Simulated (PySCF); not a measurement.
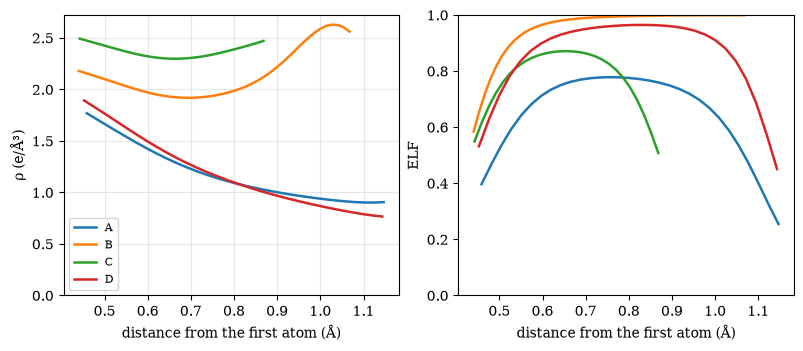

The picture shows: C7H15PSi (SMILES CC1=CP1C[Si](C)(C)C). Total electron density and electron localisation function along straight lines between neighbouring atoms. The curves leave out the atomic cores.

Geometry: GFN2-xTB.

Level of theory: PBE0/pcSseg-1, SCF density, gas phase, non-relativistic in PySCF.

Input file:

```
{"job": {"kind": "nmr", "xc": "PBE0", "basis": "pcSseg-1"}, "charge": 0, "multiplicity": 1}
C      4.145949    -0.096289    -0.641823
C      2.772789    -0.553936    -0.894141
C      1.798166    -0.667535    -1.762898
P      1.296079    -1.358874    -0.139291
C      0.437215     0.108430     0.651209
Si    -1.430627     0.148894     0.228137
C     -2.195826    -1.527251     0.714198
C     -1.644257     0.425254    -1.647282
C     -2.265367     1.563370     1.200300
H      4.754871    -0.925880    -0.283094
H      4.589740     0.310392    -1.550725
H      4.145754     0.672974     0.130848
H      1.514276    -0.487054    -2.776134
H      0.566217     0.009242     1.730564
H      0.936485     1.025896     0.337920
H     -1.693272    -2.340437     0.198430
H     -2.101934    -1.710204     1.780182
H     -3.250930    -1.573963     0.462918
H     -1.180144    -0.380026    -2.208512
H     -2.693227     0.458344    -1.925232
H     -1.189008     1.357350    -1.969012
H     -2.162102     1.420549     2.271411
H     -1.836422     2.529977     0.955322
H     -3.326158     1.610540     0.977728
```

Command:

```sh
OMP_NUM_THREADS=1 python probes_run.py task.json out
```

Q: Which curve belongs to which contact (C–C, C–H, C–P and C–Si)? The first atom named is at distance zero.

A: Curve A: C–P (1.83 Å): ρ is about 0.99 e/Å³ halfway; the ELF peaks at about 0.80 between the atoms (a covalent bond). Curve B: C–H (1.07 Å): ρ at the midpoint is about 2.1 e/Å³; the ELF climbs to about 1 towards the hydrogen, as it does in any bond to H (an ordinary covalent bond to hydrogen). Curve C: C–C (1.31 Å): ρ is about 2.3 e/Å³ halfway; the ELF peaks at about 0.85 between the atoms: a multiple bond. Curve D: C–Si (1.91 Å): ρ at the midpoint is about 0.91 e/Å³; the ELF peaks at about 0.95 between the atoms (a covalent bond).
